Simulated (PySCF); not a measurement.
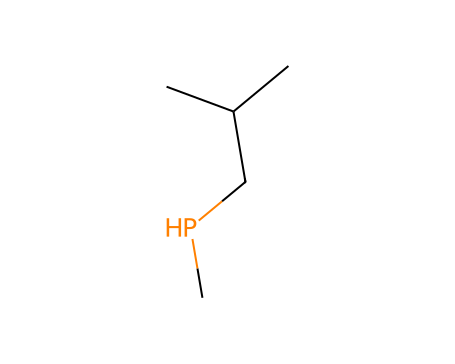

A structural formula.

Question: Give its SMILES.

Answer: CPCC(C)C

Question: What is the molecular formula?

Answer: C5H13P.

Question: An optimisation with GFN2-xTB gave a structure of which point group?

Answer: C1. Other conformers may differ.

More results for the same structure follow; atom numbers are the same in all pictures, views and colours differ. The geometry was computed by an optimisation with GFN2-xTB. No frequency run is at hand to confirm it as a minimum.

### Geometry

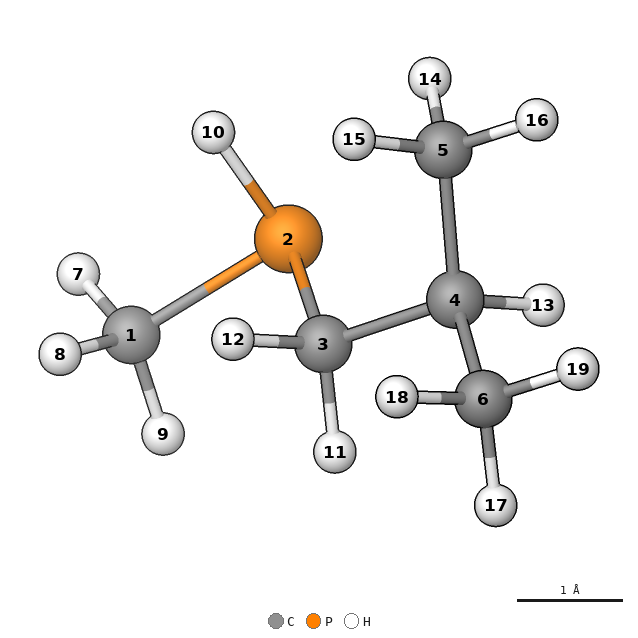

Numbered structure. No frequency run is at hand to confirm it as a minimum.

Give these bond angles: C1–P2–C3, C1–P2–H10, P2–C1–H7, P2–C1–H8, C3–C4–C5, C3–C4–C6, C3–C4–H13, C4–C3–H12, C4–C5–H16, C5–C4–C6, C5–C4–H13, C6–C4–H13.

```json
{"angle": "C1–P2–C3", "degrees": "97.2"}
{"angle": "C1–P2–H10", "degrees": "94.7"}
{"angle": "P2–C1–H7", "degrees": "108.9"}
{"angle": "P2–C1–H8", "degrees": "111.4"}
{"angle": "C3–C4–C5", "degrees": "111.0"}
{"angle": "C3–C4–C6", "degrees": "109.9"}
{"angle": "C3–C4–H13", "degrees": "108.2"}
{"angle": "C4–C3–H12", "degrees": "110.4"}
{"angle": "C4–C5–H16", "degrees": "110.5"}
{"angle": "C5–C4–C6", "degrees": "110.5"}
{"angle": "C5–C4–H13", "degrees": "108.4"}
{"angle": "C6–C4–H13", "degrees": "108.7"}
```

### Electronic properties

No frequency run is at hand to confirm it as a minimum. Level of theory: PBE0/def2-SVPD, gas phase (PySCF 2.14.0). Excitations: vertical, linear response.

Computed properties:

- dipole moment: 1.22 D
- HOMO energy (Kohn–Sham orbital): −6.74 eV
- LUMO energy (Kohn–Sham orbital): 0.54 eV
- HOMO–LUMO gap: 7.28 eV
- mean static polarisability: 89.1 bohr³
- lowest vertical singlet excitation: 6.15 eV
- its oscillator strength: 0.039
- brightest of the 6 lowest singlets: 6.41 eV
- its oscillator strength: 0.10

### NMR shielding

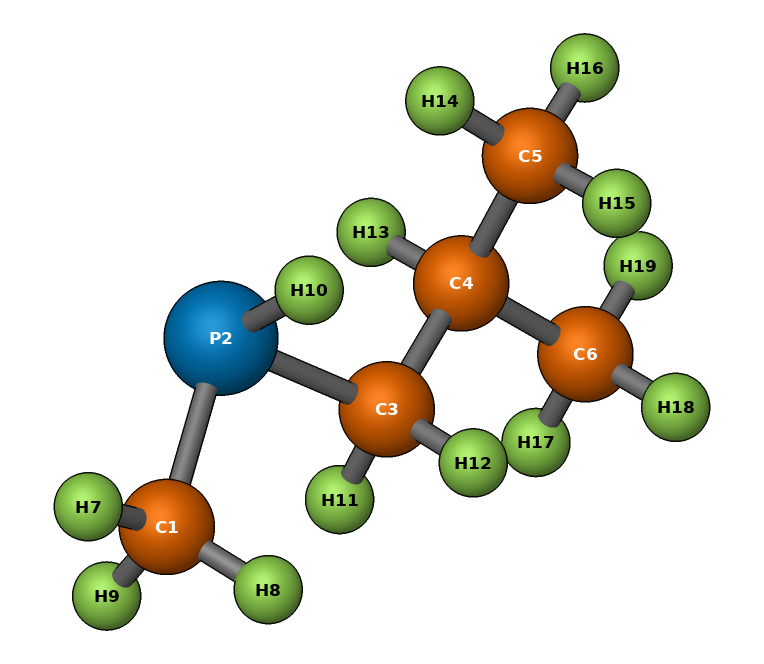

No frequency run is at hand to confirm it as a minimum. Method: GIAO PBE0/pcSseg-1 NMR shielding, non-relativistic, gas phase (PySCF 2.14.0). Principal shieldings σ11 ≤ σ22 ≤ σ33, span Ω = σ33 − σ11, skew κ = 3(σiso − σ22)/Ω.

Give the shielding tensors of the P atoms.

```
atom    σ11    σ22    σ33   σiso     Ω     κ
  P2  391.1  433.0  478.1  434.1  87.1  0.04
```

Shieldings and span in ppm.

### Charges

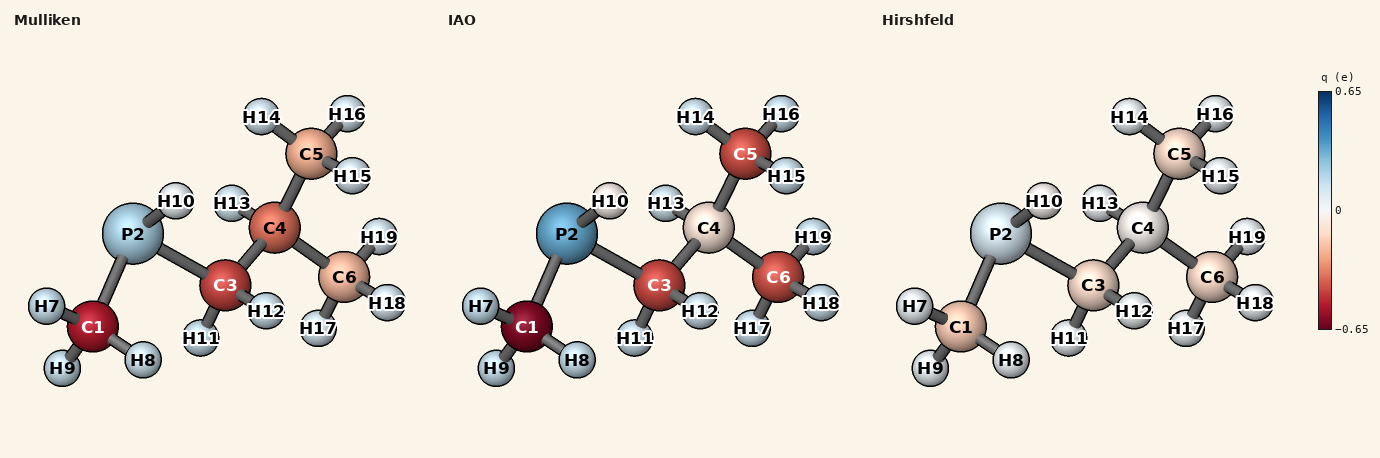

Atomic charges of one calculation by 3 schemes, on one colour scale. No frequency run is at hand to confirm it as a minimum. Computed with PBE0/pcSseg-1 (PySCF 2.14.0).

Question: On which atom do the schemes disagree most?

Answer: On C1 (from −0.60 to −0.17 e).

List the charges (e), one line for each set of equivalent atoms.

| atom | Mulliken | IAO | Hirshfeld |
| --- | --- | --- | --- |
| C1 | −0.52 | −0.60 | −0.17 |
| P2 | 0.21 | 0.33 | 0.11 |
| C3 | −0.43 | −0.43 | −0.11 |
| C4 | −0.36 | −0.09 | −0.02 |
| C5 | −0.23 | −0.42 | −0.12 |
| C6 | −0.21 | −0.42 | −0.12 |
| H7 | 0.14 | 0.16 | 0.04 |
| H8 | 0.14 | 0.14 | 0.04 |
| H9 | 0.14 | 0.15 | 0.04 |
| H10 | 0.04 | −0.04 | −0.02 |
| H11 | 0.14 | 0.14 | 0.04 |
| H12 | 0.13 | 0.13 | 0.03 |
| H13 | 0.12 | 0.13 | 0.03 |
| H14 | 0.12 | 0.14 | 0.03 |
| H15 | 0.10 | 0.13 | 0.04 |
| H16 | 0.11 | 0.14 | 0.04 |
| H17 | 0.11 | 0.14 | 0.04 |
| H18 | 0.10 | 0.13 | 0.04 |
| H19 | 0.11 | 0.14 | 0.04 |

Mulliken values depend strongly on the basis set and can even reverse the polarity of a bond. The geometry is semi-empirical. Around P such bond lengths and angles can be off by a tenth of an ångström or more and by several degrees, and values that hang on the shape move with them.
